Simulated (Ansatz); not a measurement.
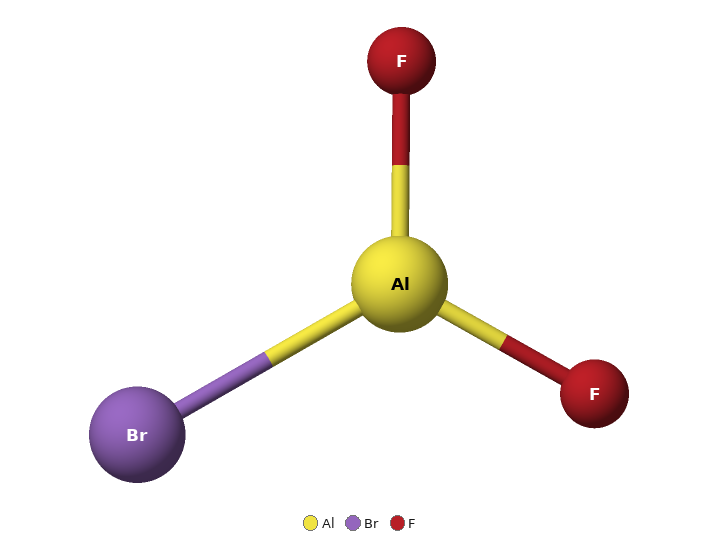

Sticks follow a distance rule. Harmonic vibrations computed with RKS PBE0-D4/def2-TZVP (Ansatz 0.2.0) at a stationary point of the same level.

**Minimum or transition state?**

A minimum: no imaginary frequency, and the lowest mode lies at 161 cm⁻¹.

**List the wavenumbers.**

6 modes: 161, 213, 251, 413, 819, 950 cm⁻¹.
